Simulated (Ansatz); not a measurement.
# B2PLYP/def2-SVPD (core potential) run of InNH3Cl (SMILES [NH2][InH][Cl])

What is the electronic atomisation energy of InNH3Cl at B2PLYP/def2-SVPD (core potential)? 

The calculation is run with Ansatz 0.2.0.

22 further runs of the same task are left out: 22 set aside as unsound or not needed.

### Step 1. Starting point

InNH3Cl has 6 atoms, charge 0, and is taken as a singlet. SMILES: `[NH2][InH][Cl]`. Geometry: relaxed at PBE0-D4/def2-TZVP.

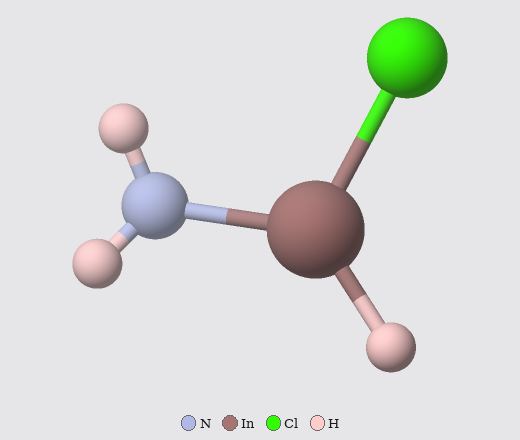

Viewed from a chosen angle; nitrogen light blue, indium brown, chlorine green, hydrogen pink.

### Step 2. A single-point energy at B2PLYP/def2-SVPD (core potential)

File run.yaml:

```yaml
basis:
  gaussian: {orbitals: def2-SVPD}
crystal:
  periodic: [false, false, false]
  atoms:
    - {symbol: N, position_ang: [-1.020800, 0.188100, -0.504100]}
    - {symbol: In, position_ang: [0.792100, 0.148600, 0.327900]}
    - {symbol: Cl, position_ang: [0.990800, -1.771000, 1.649200]}
    - {symbol: H, position_ang: [-1.219400, 0.761400, -1.308200]}
    - {symbol: H, position_ang: [-1.558200, -0.664500, -0.526800]}
    - {symbol: H, position_ang: [2.057500, 1.273400, 0.315800]}
total_charge: 0
hamiltonian: {xc: {name: B2PLYP}}
correlation: {frozen_orbitals: {Cl: 5, H: 0, In: 4, "N": 1}}
accuracy: high
output: {orbitals: {seedname: orbitals}}
```

The run is started by

```
$ ansatz run run.yaml --threads 1 --pin off --max-ram 3480MiB --events-out events.jsonl --progress --plain --runs-dir runs
```

The log of the run:

```text
Warning: RAYON_NUM_THREADS=1 ignored (pool sized by the plan → 1); use --threads N
Functional definition: B2PLYP
  name "B2PLYP"
  parameter a = 0.53
  parameter c = 0.27
  exchange = (1 - a)*b88_x + a*exact_x
  correlation = (1 - c)*lyp_c + c*(mp2_os + mp2_ss)
2197 factors; integrals over basis functions are off by at most 3.8e-9 eV
mean field evaluation 1: about -19210.0817 eV, gradient 4.8e1 eV
mean field evaluation 2: about -19210.2067 eV, gradient 4.8e1 eV
mean field evaluation 4: about -19215.0863 eV, gradient 5.8e0 eV
mean field evaluation 8: about -19215.1871 eV, gradient 2.4e-1 eV
mean field evaluation 16: about -19215.1874 eV, gradient 5.9e-5 eV
mean field -19215.18738606 eV, -706.1451119158 hartree, gradient 6.7e-9 eV, S^2 0.000000; 0 other end points of the search recorded, 0 dependent functions left out
10 core orbitals not correlated: weight in the atoms' cores, before any rotation towards them, 1.000 or more for the frozen orbitals, at most 0.000 for the correlated occupied ones
reference -19215.18741037 eV, -706.1451128092 hartree; 14, 14 occupied and 79, 79 virtual orbitals, 2197 factors
second order -14.49330002 eV of doubles, -0.00000000 eV of singles
Total energy: -19219.10060137 eV, -706.2889199261 hartree
```

Wall time 17 s (1 thread of Intel Xeon Platinum 8259CL at 2.50GHz (Skylake/Cascade Lake), shared host); peak memory 0.39 GiB.

### Step 3. The Cl atom, same level

File job.yaml:

```yaml
crystal:
  periodic: [false, false, false]
  atoms:
    - {symbol: Cl, position_ang: [0.000000, 0.000000, 0.000000]}
basis:
  gaussian: {orbitals: def2-SVPD}
magnetization: {spin_polarized: true, initial_magnetization: 1}
accuracy: high
correlation: {frozen_orbitals: {Cl: 5}}
hamiltonian: {xc: {name: B2PLYP}}
```

Run the same way, it converges to -459.85926 Eh (log not shown).

### Step 4. The H atom

File job.yaml:

```yaml
crystal:
  periodic: [false, false, false]
  atoms:
    - symbol: H
      position_ang: [0.000000, 0.000000, 0.000000]
basis:
  gaussian: {orbitals: def2-SVPD}
magnetization: {spin_polarized: true, initial_magnetization: 1}
hamiltonian: {xc: {name: B2PLYP}}
correlation: {frozen_orbitals: {H: 0}}
accuracy: high
```

Run the same way, it converges to -0.49793 Eh (log not shown).

### Step 5. The In atom

File input.yaml:

```yaml
basis:
  gaussian:
    orbitals: def2-SVPD
crystal:
  periodic: [false, false, false]
  atoms:
    - {symbol: In, position_ang: [0.000000, 0.000000, 0.000000]}
magnetization:
  spin_polarized: true
  initial_magnetization: 1
hamiltonian:
  xc: {name: B2PLYP}
correlation:
  frozen_orbitals: {In: 4}
accuracy: high
```

Run the same way, it converges to -189.83706 Eh (log not shown).

### Step 6. The N atom at the same level

File job.yaml:

```yaml
crystal:
  periodic: [false, false, false]
  atoms:
    - {symbol: N, position_ang: [0.000000, 0.000000, 0.000000]}
basis:
  gaussian:
    orbitals: def2-SVPD
magnetization:
  spin_polarized: true
  initial_magnetization: 3
hamiltonian:
  xc: {name: B2PLYP}
correlation:
  frozen_orbitals: {"N": 1}
accuracy: high
```

The run is started by

```
$ ansatz run job.yaml --threads 1 --pin off --max-ram 3480MiB --events-out events.jsonl --progress --plain --runs-dir runs
```

The log of the run:

```text
Warning: RAYON_NUM_THREADS=1 ignored (pool sized by the plan → 1); use --threads N
[... 6 set-up lines as earlier in the session ...]
163 factors; integrals over basis functions are off by at most 3.0e-9 eV
mean field evaluation 1: about -1482.2693 eV, gradient 2.9e0 eV
mean field evaluation 2: about -1482.2808 eV, gradient 2.8e0 eV
mean field evaluation 4: about -1482.3191 eV, gradient 1.7e-1 eV
mean field evaluation 8: about -1482.3192 eV, gradient 5.5e-5 eV
mean field -1482.31923021 eV, -54.4742269581 hartree, gradient 1.8e-8 eV, S^2 3.755509; 0 other end points of the search recorded, 0 dependent functions left out
1 core orbitals not correlated: weight in the atoms' cores, before any rotation towards them, 1.000 or more for the frozen orbitals, at most 0.000 for the correlated occupied ones
reference -1482.31924302 eV, -54.4742274288 hartree; 4, 1 occupied and 15, 18 virtual orbitals, 163 factors
second order -2.40722241 eV of doubles, -0.00000000 eV of singles
Total energy: -1482.96919307 eV, -54.4981126527 hartree
```

It took 0.46 s on 1 thread of Intel Xeon Platinum 8259CL at 2.50GHz (Skylake/Cascade Lake), shared host; peak memory 0.098 GiB.

### Step 7. Results

At B2PLYP/def2-SVPD (core potential), 10 core orbitals frozen:

| quantity | value |
| --- | --- |
| molecule: total energy | -706.28892 Eh |
| molecule: HOMO energy (SCF part's orbitals) | -8.81 eV |
| molecule: LUMO energy (SCF part's orbitals) | -0.41 eV |
| molecule: HOMO–LUMO gap (SCF part's orbitals) | 8.39 eV |
| Cl atom: total energy | -459.85926 Eh |
| Cl atom: ⟨S²⟩ | 0.754 |
| H atom: total energy | -0.49793 Eh |
| H atom: ⟨S²⟩ | 0.750 |
| In atom: total energy | -189.83706 Eh |
| In atom: ⟨S²⟩ | 0.755 |
| N atom: total energy | -54.49811 Eh |
| N atom: ⟨S²⟩ | 3.756 |
| electronic atomisation energy | 16.346 eV |

In words: Taking the molecule apart into free atoms costs 16.35 eV (1577 kJ/mol), before zero-point energy and without spin-orbit coupling.
